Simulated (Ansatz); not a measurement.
BrCl3Hf···HCl

Input

```
crystal:
  periodic: [false, false, false]
  atoms:
    - { symbol: Hf, position_ang: [-0.605717, 0.0, -0.453569] }
    - { symbol: Cl, position_ang: [0.175188, 0.0, 3.182001] }
    - { symbol: Cl, position_ang: [1.66557, 0.0, 0.067655] }
    - { symbol: Cl, position_ang: [-0.892643, 1.831465, -1.831221] }
    - { symbol: Cl, position_ang: [-0.892643, -1.831465, -1.831221] }
    - { symbol: Br, position_ang: [-2.738134, 0.0, 1.132309] }
    - { symbol: H, position_ang: [-1.144521, 0.0, 3.372047] }
basis:
  gaussian: { orbitals: def2-SVP }
hamiltonian:
  xc: pbe0
  dispersion: d4
relax:
  f_tol: 0.03
  max_steps: 50
output:
  orbitals: {}
```

Run with:

```sh
ansatz run input.yaml --threads 4 --pin off --max-ram 5120MiB --backend cpu --events-out ev --progress --plain --runs-dir out
```

The fields are those of the run's last geometry, not of the input's.

Core potentials replace the inner electrons of Hf.

Method: RKS PBE0-D4/def2-SVP in Ansatz.

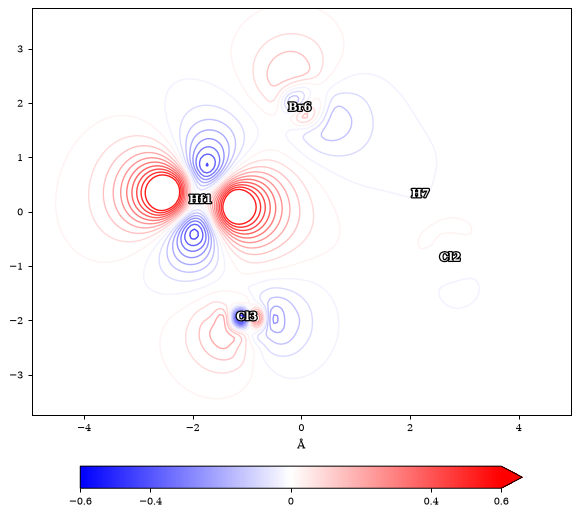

Figure 1. One frontier orbital on the plane of atoms Cl3, Hf1 and Br6 (values in Å⁻³ᐟ²; the overall sign is arbitrary).

Which orbital is it: HOMO or LUMO?

Answer. The LUMO, at −2.47 eV. It lies mainly on Hf1 (about 70 %), Br6 (about 10 %), Cl3 (about 10 %), Cl4 (about 5 %) and Cl5 (about 5 %).

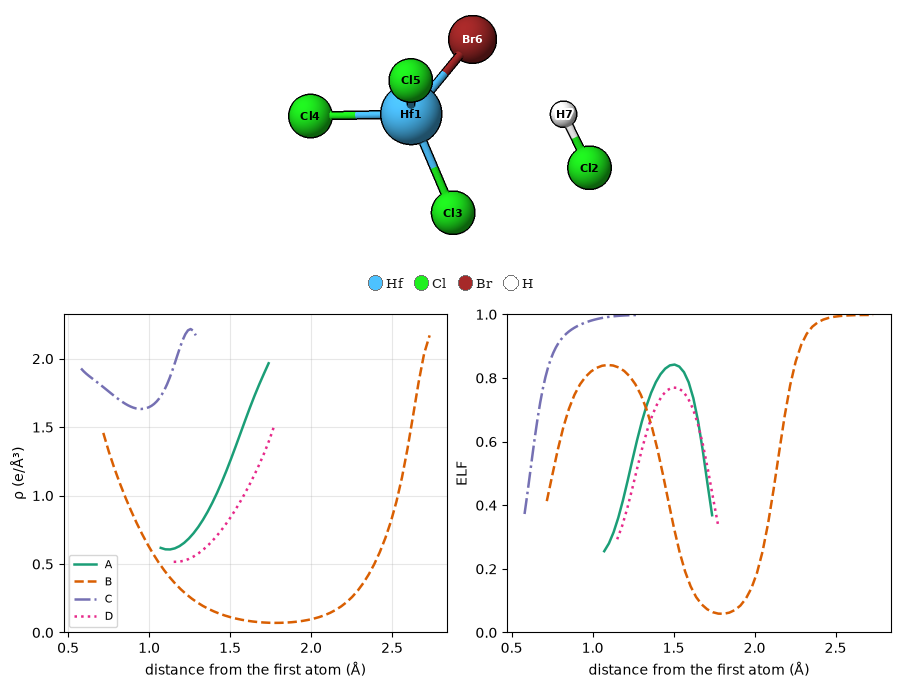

Figure 2. Electron density and electron localisation function along straight lines between neighbouring atoms. The curves leave out the atomic cores. The structure is drawn too.

Which curve belongs to which contact (Br–H, Cl–H, Hf–Br and Hf–Cl)? The first atom named is at distance zero.

Answer. Curve A: Hf–Cl (2.32 Å): ρ is about 0.61 e/Å³ halfway; the ELF peaks at about 0.85 in the valence shell of Cl, 0.8 Å from its nucleus, and is about 0.35 at the midpoint. Curve B: Br6···H7 (2.73 Å): the density falls to about 0.07 e/Å³ on the way; the ELF dips to about 0.05 between them (a weak contact between the two molecules). Curve C: Cl–H (1.29 Å): ρ is about 1.9 e/Å³ halfway; the ELF climbs to about 1 towards the hydrogen, as it does in any bond to H. Curve D: Hf–Br (2.49 Å): ρ is about 0.54 e/Å³ halfway; the ELF peaks at about 0.75 in the valence shell of Br, 1.0 Å from its nucleus, and is about 0.45 at the midpoint.

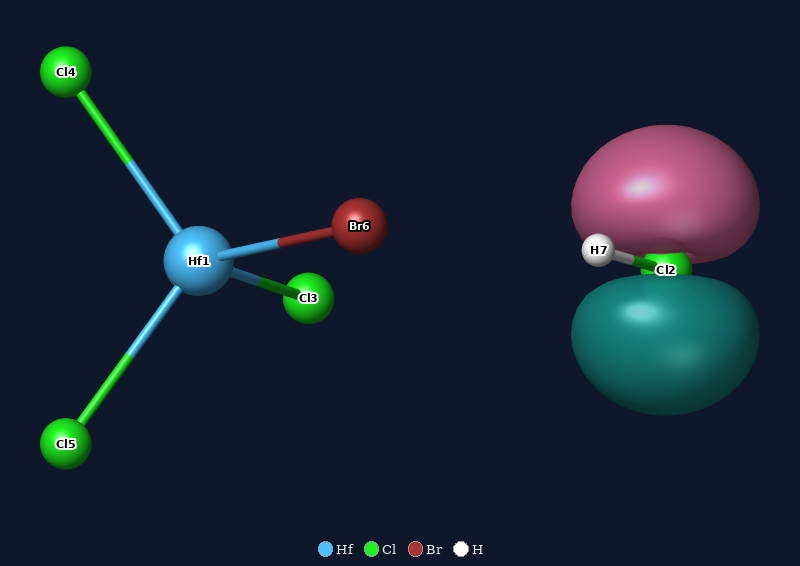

Figure 3. The HOMO−1 at ±0.2 Å⁻³ᐟ² (teal and pink are the two phases), seen from one side.

Where does this orbital lie, and at what energy?

Answer. Its weight (Hirshfeld) is mainly on Cl2 (about 95 %); largely a lone pair of Cl2. Its energy is −9.01 eV.
